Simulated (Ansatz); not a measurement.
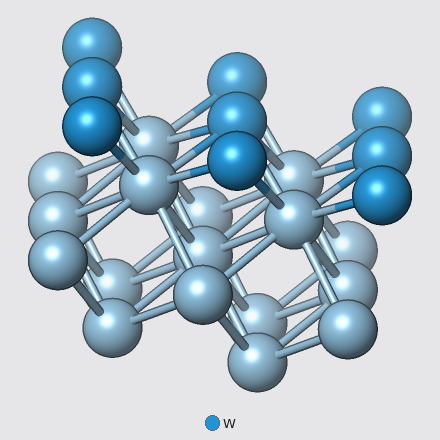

The system is S on a W(100) slab cut from the Im-3m phase, its upper half relaxed before the scan (16 atoms of substrate and one adsorbate in a 2 × 2 cell); the picture shows it without the atoms that are moved over the map. S is moved over the surface cell; relaxed at each place: the height of the adsorbate's atoms; substrate rigid; the origin of the map has the adsorbate above W13. Places are given modulo a cell vector. The map is drawn in real space over the plane of the surface. The grid has 8 × 8 points; 15 points were computed and 49 follow by symmetry. Places are given in fractions of the 1 × 1 surface cell. All energies are given in eV relative to the lowest grid point. The calculation used DFT PBE, scalar-relativistic, plane waves, PAW in Ansatz. Settings: cutoff 420 eV, k-mesh 4×4×1, gaussian smearing 0.1 eV, no spin polarisation.

Range: position of S17 along the first surface vector from 0.000 to 0.875; position of S17 along the second surface vector from 0.000 to 0.875.

Predict the map.

Answer. The lowest grid point is at a fourfold hollow over a second-layer W atom, (4/8, 4/8) of the cell vectors. No other kind of well shows on this grid. The highest grid point, the top site over a surface W atom, (0/8, 0/8) of the cell vectors, lies 2.08 eV above the lowest. On the interpolated surface the easiest way out of the lowest well to its copy in the next cell or period passes a barrier of about 1.3 eV. At the lowest point the adsorbate has 5 W at 2.53 Å as nearest neighbours, at the highest 1 W at 2.20 Å. Its relaxed height above the top atom is 1.14 Å at the lowest and 2.20 Å at the highest point.

```
second ↓, first →   0/8   1/8   2/8   3/8   4/8   5/8   6/8   7/8
              7/8  2.04  1.99  1.83  1.52  1.26  1.52  1.83  1.99
              6/8  1.88  1.83  1.67  1.34  1.07  1.34  1.67  1.83
              5/8  1.56  1.52  1.34  0.93  0.48  0.93  1.34  1.52
              4/8  1.30  1.26  1.07  0.48  0.00  0.48  1.07  1.26
              3/8  1.56  1.52  1.34  0.93  0.48  0.93  1.34  1.52
              2/8  1.88  1.83  1.67  1.34  1.07  1.34  1.67  1.83
              1/8  2.04  1.99  1.83  1.52  1.26  1.52  1.83  1.99
              0/8  2.08  2.04  1.88  1.56  1.30  1.56  1.88  2.04
```

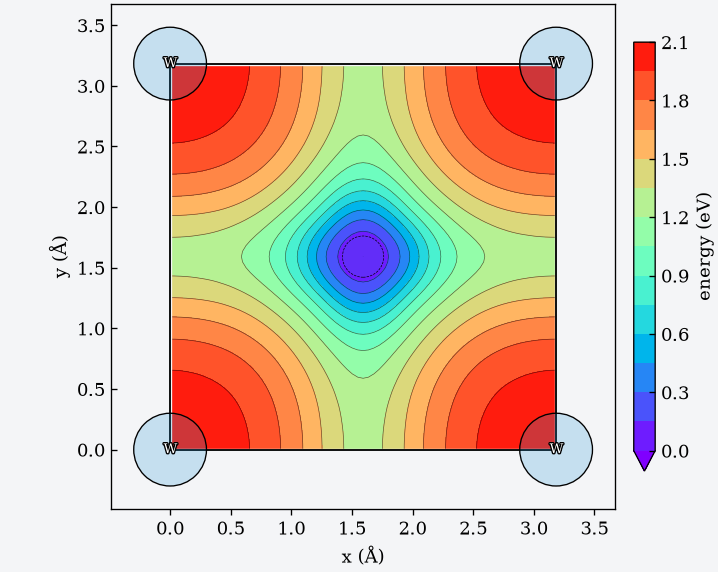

In the figure: filled contours, labelled circles for the atoms of the top layer and small ones for the second layer, the outline of one cell of the plane. Between grid points the surface is interpolated.

Time for the 15 points that were run: 20 min on 8 threads of Arm Neoverse N1 (shared host).

PAW datasets: the set soft_1.
